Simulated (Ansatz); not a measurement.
**CH3BCl (SMILES C[B]Cl): UCCSD(T)/aug-cc-pVDZ**

What is the electronic atomisation energy of CH3BCl at UCCSD(T)/aug-cc-pVDZ? 

Program for the calculation: Ansatz 0.2.0.

70 further runs of the same task are left out: 70 set aside as unsound or not needed.

### 1 The molecule

The species is CH3BCl (6 atoms), meant as a doublet with charge 0. SMILES: `C[B]Cl`. Geometry: relaxed at PBE0-D4/def2-TZVP.

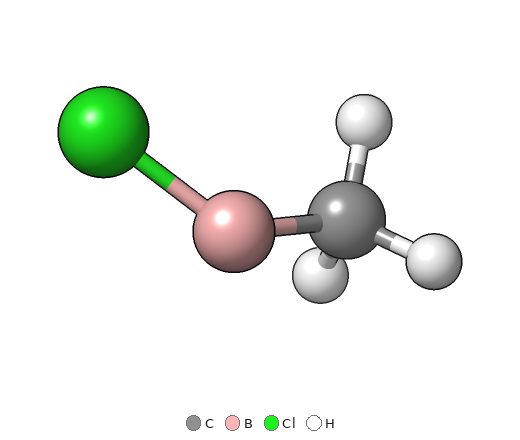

The structure, seen from a chosen angle (carbon grey, boron pink, chlorine green, hydrogen white).

### 2 The energy at UCCSD(T)/aug-cc-pVDZ

molecule.yaml reads:

```yaml
crystal:
  periodic: [false, false, false]
  atoms:
    - {symbol: C, position_ang: [-0.289900, 0.325200, -0.312400]}
    - {symbol: B, position_ang: [0.195300, -1.059500, 0.167700]}
    - {symbol: Cl, position_ang: [1.467800, -1.355700, 1.297800]}
    - {symbol: H, position_ang: [-1.073500, 0.641700, 0.390700]}
    - {symbol: H, position_ang: [0.494200, 1.088800, -0.289700]}
    - {symbol: H, position_ang: [-0.752000, 0.295400, -1.300400]}
basis:
  gaussian:
    orbitals: aug-cc-pVDZ
magnetization:
  spin_polarized: true
  initial_magnetization: 1
scf:
  omitted_lower_state_checks: [cluster_reference, increment]
correlation:
  method: ccsd_t
  frozen_orbitals: {B: 1, C: 1, Cl: 5, H: 0}
accuracy: high
```

On the command line:

```sh
$ ansatz run molecule.yaml --threads 1 --pin off --max-ram 3480MiB --events-out events.jsonl --progress --plain --runs-dir runs
```

Log:

```text
Warning: RAYON_NUM_THREADS=1 ignored (pool sized by the plan → 1); use --threads N
Functional definition: HF
  name "HF"
  exchange = exact_x
  correlation = 0
these checks for a lower state are left out or cut short: cluster_reference, increment
1975 factors; integrals over basis functions are off by at most 3.8e-9 eV
mean field evaluation 1: about -14250.6539 eV, gradient 1.9e1 eV
mean field evaluation 2: about -14250.6549 eV, gradient 1.9e1 eV
mean field evaluation 4: about -14253.1545 eV, gradient 2.4e0 eV
mean field evaluation 8: about -14253.2597 eV, gradient 1.4e-1 eV
mean field -14253.26013586 eV, -523.7976487863 hartree, gradient 2.4e-8 eV, S^2 0.754301; 0 other end points of the search recorded, 0 dependent functions left out
7 core orbitals not correlated: weight in the atoms' cores, before any rotation towards them, 1.000 or more for the frozen orbitals, at most 0.000 for the correlated occupied ones
reference -14253.26013586 eV, -523.7976487863 hartree; 9, 8 occupied and 84, 85 virtual orbitals, 1975 factors
second order -9.73212138 eV of doubles, -0.00000000 eV of singles
cycle   1  -10.41802968 eV  change   -6.9e-1 eV  update   7.1e-2
cycle   2  -10.67337401 eV  change   -2.6e-1 eV  update   2.3e-2
cycle   3  -10.72595726 eV  change   -5.3e-2 eV  update   1.2e-2
cycle   4  -10.72351956 eV  change    2.4e-3 eV  update   4.6e-3
cycle   5  -10.72241540 eV  change    1.1e-3 eV  update   1.7e-3
cycle   6  -10.72266847 eV  change   -2.5e-4 eV  update   5.9e-4
cycle   7  -10.72277292 eV  change   -1.0e-4 eV  update   2.3e-4
cycle   8  -10.72280044 eV  change   -2.8e-5 eV  update   8.4e-5
cycle   9  -10.72279967 eV  change    7.8e-7 eV  update   3.1e-5
cycle  10  -10.72279704 eV  change    2.6e-6 eV  update   1.1e-5
cycle  11  -10.72280041 eV  change   -3.4e-6 eV  update   4.0e-6
cycle  12  -10.72280088 eV  change   -4.7e-7 eV  update   1.6e-6
cycle  13  -10.72280128 eV  change   -4.1e-7 eV  update   7.7e-7
cycle  14  -10.72280116 eV  change    1.2e-7 eV  update   4.5e-7
cycle  15  -10.72280097 eV  change    1.9e-7 eV  update   3.0e-7
cycle  16  -10.72280091 eV  change    6.2e-8 eV  update   2.0e-7
cycle  17  -10.72280094 eV  change   -3.2e-8 eV  update   1.2e-7
cycle  18  -10.72280097 eV  change   -2.8e-8 eV  update   6.5e-8
cycle  19  -10.72280098 eV  change   -8.1e-9 eV  update   3.8e-8
cycle  20  -10.72280098 eV  change   -4.1e-9 eV  update   2.5e-8
cycle  21  -10.72280084 eV  change    1.4e-7 eV  update   8.1e-8
cycle  22  -10.72280084 eV  change    4.0e-9 eV  update   1.8e-8
cycle  23  -10.72280083 eV  change    3.7e-9 eV  update   5.1e-9
cycle  24  -10.72280083 eV  change    1.2e-9 eV  update   1.9e-9
perturbative correction -0.34321073 eV, -0.0126127616 hartree
Total energy: -14264.32614743 eV, -524.2043172104 hartree
Checks for a lower state left out: cluster_reference, increment
```

Wall time 61 s (1 thread of Arm Neoverse V1, shared host); peak memory 1.4 GiB.

### 3 The B atom, same level

job.yaml reads:

```yaml
crystal:
  periodic: [false, false, false]
  atoms:
    - {symbol: B, position_ang: [0.000000, 0.000000, 0.000000]}
basis:
  gaussian:
    orbitals: aug-cc-pVDZ
magnetization:
  spin_polarized: true
  initial_magnetization: 1
correlation:
  method: ccsd_t
  frozen_orbitals: {B: 1}
accuracy: high
scf:
  omitted_lower_state_checks: [cluster_reference, increment]
```

Run the same way, it converges to -24.59110 Eh (log not shown).

### 4 The C atom at the same level

molecule.yaml reads:

```yaml
crystal:
  periodic: [false, false, false]
  atoms:
    - {symbol: C, position_ang: [0.000000, 0.000000, 0.000000]}
basis:
  gaussian: {orbitals: aug-cc-pVDZ}
magnetization: {spin_polarized: true, initial_magnetization: 2}
correlation: {method: ccsd_t, frozen_orbitals: {C: 1}}
accuracy: high
scf: {omitted_lower_state_checks: [cluster_reference, increment]}
```

Run the same way, it converges to -37.76487 Eh (log not shown).

### 5 The Cl atom, same level

molecule.yaml reads:

```yaml
basis:
  gaussian: {orbitals: aug-cc-pVDZ}
crystal:
  periodic: [false, false, false]
  atoms:
    - symbol: Cl
      position_ang: [0.000000, 0.000000, 0.000000]
magnetization: {spin_polarized: true, initial_magnetization: 1}
correlation: {method: ccsd_t, frozen_orbitals: {Cl: 5}}
accuracy: high
scf: {omitted_lower_state_checks: [cluster_reference, increment]}
```

Run the same way, it converges to -459.61222 Eh (log not shown).

### 6 The H atom: a single-point energy at UHF/aug-cc-pVDZ

molecule.yaml reads:

```yaml
crystal:
  periodic: [false, false, false]
  atoms:
    - symbol: H
      position_ang: [0.000000, 0.000000, 0.000000]
basis:
  gaussian:
    orbitals: aug-cc-pVDZ
magnetization:
  spin_polarized: true
  initial_magnetization: 1
hamiltonian:
  xc: hf
accuracy: high
```

Run the same way, it converges to -0.49933 Eh (log not shown).

### 7 What came out

At UCCSD(T)/aug-cc-pVDZ, 7 core orbitals frozen:

| quantity | value |
| --- | --- |
| molecule: total energy | -524.20432 Eh |
| molecule: correlation energy (7 core orbitals frozen) | -406.7 mEh |
| molecule: (T) correction | -12.61 mEh |
| molecule: ⟨S²⟩ of the reference determinant | 0.754 |
| molecule: T1 diagnostic | 0.014 |
| B atom: total energy | -24.59110 Eh |
| B atom: correlation energy (1 core orbital frozen) | -60.5 mEh |
| B atom: (T) correction | -0.91 mEh |
| B atom: ⟨S²⟩ of the reference determinant | 0.761 |
| B atom: T1 diagnostic | 0.014 |
| C atom: total energy | -37.76487 Eh |
| C atom: correlation energy (1 core orbital frozen) | -77.1 mEh |
| C atom: (T) correction | -1.26 mEh |
| C atom: ⟨S²⟩ of the reference determinant | 2.010 |
| C atom: T1 diagnostic | 0.010 |
| Cl atom: total energy | -459.61222 Eh |
| Cl atom: correlation energy (5 core orbitals frozen) | -139.4 mEh |
| Cl atom: (T) correction | -2.29 mEh |
| Cl atom: ⟨S²⟩ of the reference determinant | 0.757 |
| Cl atom: T1 diagnostic | 0.007 |
| H atom: total energy | -0.49933 Eh |
| H atom: ⟨S²⟩ | 0.750 |
| electronic atomisation energy | 20.085 eV |

In words: Taking the molecule apart into free atoms costs 20.09 eV (463 kcal/mol), before zero-point energy and without spin-orbit coupling. The triples (molecule) make up 3.1 % of the correlation energy. The triples (B atom) make up 1.5 % of the correlation energy. The triples (C atom) make up 1.6 % of the correlation energy. The triples (Cl atom) make up 1.6 % of the correlation energy.
